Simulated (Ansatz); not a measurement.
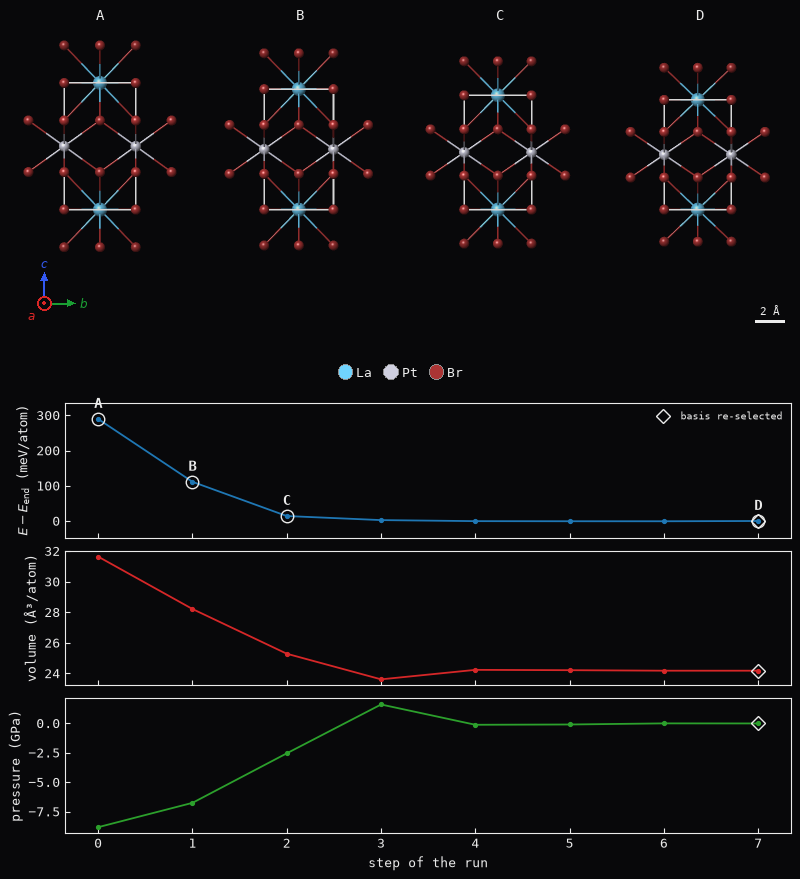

Frames of a relaxation of crystalline LaPtBr$_{5}$ (built on the MgPPd5-123 type type), marked on the history of the run. A ball-and-stick model of the cell of the calculation, seen along the a axis.

Computed with DFT, PBEsol, plane waves, PAW (Ansatz). Settings: plane-wave cutoff 420 eV; k-point mesh 4 × 4 × 4; occupations fermi dirac; smearing width 0.03 eV; no spin polarisation; cell and atoms relaxed; force threshold 0.01 eV/Å; at most 120 steps.

Question: Describe the path.

Answer: After 6 accepted moves (7 points after the start) the energy has fallen by 289 meV per atom. The largest force component goes from 0.087 to 0.00053 eV/Å. Pressure: −8.82 GPa at the start and −0.01 GPa at the end. At 1 point the geometry stayed and the basis and grid were re-selected for the new cell (energy shift of 0.8 meV per atom at most each time). The largest moves relative to the cell, 0.033 Å, are those of Br atoms. La and Pt stay in place. The drawn cell changes as follows: a = b 5.001 → 4.696 Å (−6.1 %), c 8.854 → 7.673 Å (−13.3 %); the volume changes by −23.6 %. Near-neighbour distances that change, for instance: Br–Br 3.606 → 3.192 Å, Br–Br 3.625 → 3.246 Å, Br–La 3.625 → 3.246 Å, Br–Pt 3.083 → 2.839 Å. Among the angles between lasting bonds that change: La–Br–La 87.2° → 92.7°, Pt–Br–Pt 108.4° → 111.6°, La–Br–Pt 115.0° → 112.8°. The space group stays P4/mmm (No. 123). From step 0 to 1: volume −10.8 %, energy −178 meV per atom. From step 1 to 2: volume −10.4 %, energy −97.1 meV per atom. From step 2 to 7: Br atoms move most (0.04 Å), volume −4.4 %, energy −14.1 meV per atom.

```tsv
step	E − E(0), meV/atom	largest force component, eV/Å	pressure, GPa	volume, Å³/atom	note
0	0.00	0.0869	-8.82	31.639	
1	-178.25	0.0372	-6.76	28.213	
2	-275.38	0.0977	-2.55	25.288	
3	-286.93	0.1179	1.60	23.612	
4	-289.89	0.0897	-0.12	24.232	
5	-290.20	0.0221	-0.10	24.210	
6	-290.24	0.0005	-0.01	24.178	
7	-289.46	0.0005	-0.01	24.178	same geometry, new basis
```
